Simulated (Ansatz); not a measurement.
## Electronic structure of CH$_{5}$Ga···H$_{2}$ in real space

Input

```
crystal:
  periodic: [false, false, false]
  atoms:
    - { symbol: Ga, position_ang: [0.0, 0.0, 0.0] }
    - { symbol: C, position_ang: [0.0, 0.0, 2.33] }
    - { symbol: H, position_ang: [-0.9996, -0.3092, 2.7005] }
    - { symbol: H, position_ang: [0.7676, -0.7111, 2.7005] }
    - { symbol: H, position_ang: [0.232, 1.0203, 2.7005] }
    - { symbol: H, position_ang: [1.3596, 0.0, -0.785] }
    - { symbol: H, position_ang: [-1.3596, 0.0, -0.785] }
    - { symbol: H, position_ang: [-0.2395, -1.7584, 0.5897] }
    - { symbol: H, position_ang: [-0.1908, -1.4007, 1.5733] }
basis:
  gaussian: { orbitals: def2-SVP }
hamiltonian:
  xc: hf
relax:
  f_tol: 0.15
  max_steps: 25
  restrain:
    - { distance: [0, 7], at: 2.77, k: 30.0 }
    - { distance: [8, 1], at: 2.31, k: 30.0 }
    - { distance: [0, 1], at: 1.98, k: 30.0 }
    - { distance: [8, 7], at: 0.66, k: 30.0 }
output:
  orbitals: {}
```

Launched as:

```sh
ansatz run input.yaml --threads 1 --pin off --max-ram 2048MiB --backend cpu --events-out ev --progress --plain --runs-dir out
```

The fields are those of the run's last geometry, not of the input's.

Not at a stationary point (largest force 1.6 eV/Å).

Level of theory: Ansatz 0.2.0, RHF/def2-SVP.

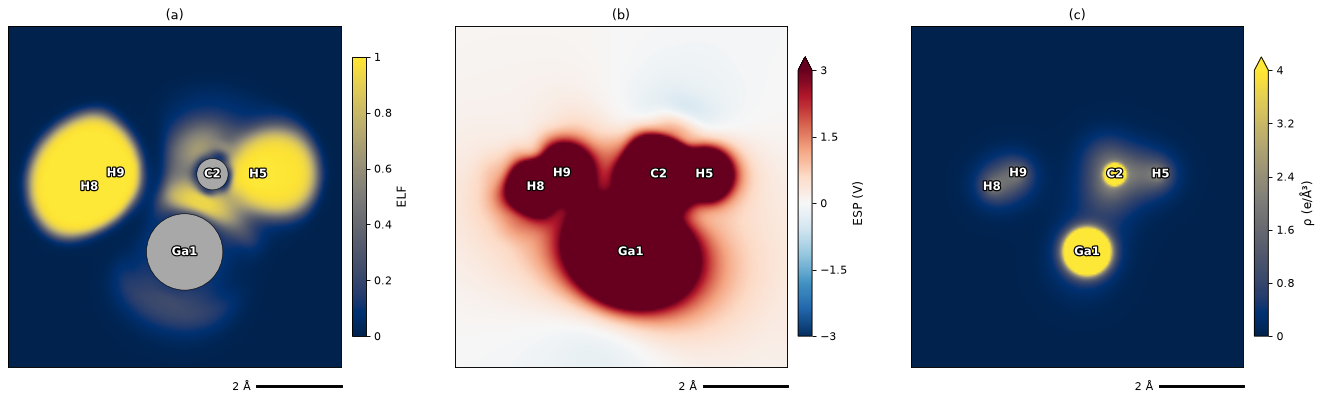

Figure 1. (a) electron localisation function; (b) electrostatic potential; (c) total electron density on the plane of atoms Ga1, C2 and H5. Grey discs cover the atomic cores in the ELF map.

### What do the fields say about this system?

- Atoms in the plane: Ga, C and H.
- Ga1···H9 (2.52 Å): the density falls to about 0.09 e/Å³ on the way; the ELF dips to about 0.05 between them.
- C–Ga (1.98 Å): ρ is about 0.78 e/Å³ halfway; the ELF peaks at about 0.95 in the valence shell of C, 0.6 Å from its nucleus, and is about 0.55 at the midpoint.
- H–H (0.71 Å): ρ is about 1.9 e/Å³ halfway; the ELF is about 1 at the midpoint; an ordinary covalent bond to hydrogen.
- C–H (1.09 Å): ρ is about 1.9 e/Å³ halfway; the ELF climbs to about 1 towards the hydrogen, as it does in any bond to H: an ordinary covalent bond to hydrogen.
- Outside the dense part of the complex the potential is most negative (−0.5 V) near C2.

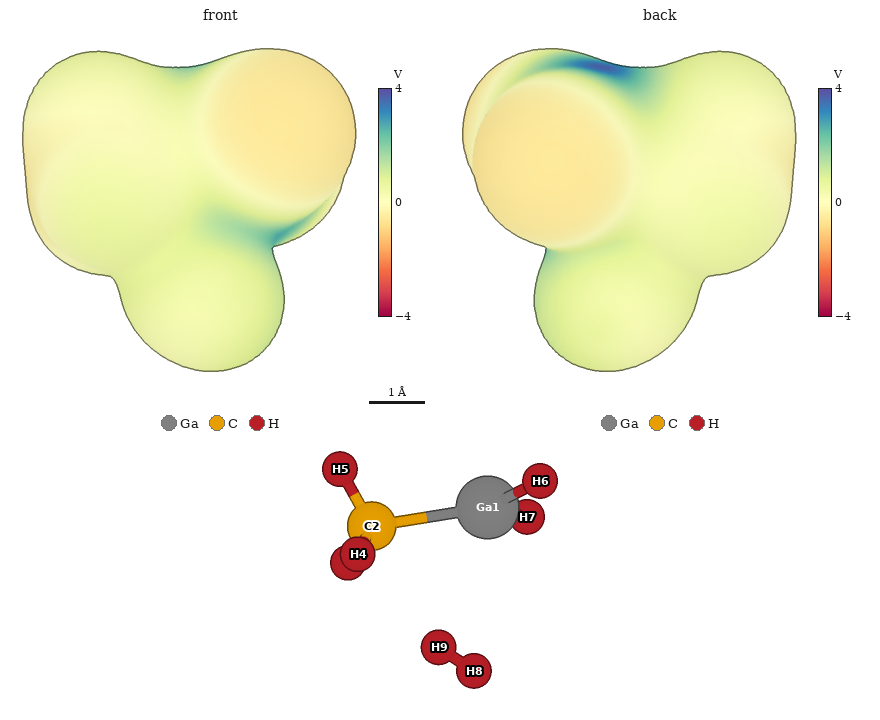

Figure 2. The molecular electrostatic potential painted on the density surface at 0.002 e/bohr³, seen from the front and from behind; the colour scale runs from red (negative) to blue (positive). The bare structure is drawn below in the same view.

### Where is the surface potential most negative and most positive?

The most negative region (about −0.6 V) lies over H6 and H7, the most positive (about +3.4 V) over Ga1.

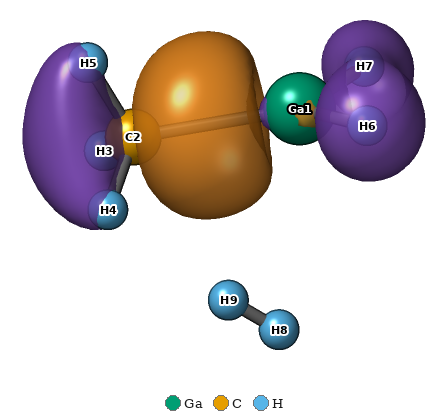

Figure 3. The HOMO at ±0.15 Å⁻³ᐟ² (orange and purple are the two phases), seen at a tilt.

### Describe this orbital and give its energy.

It lies mainly on C2 (about 40 %), Ga1 (about 30 %), H6 (about 10 %) and H7 (about 5 %). Its energy is −10.91 eV.
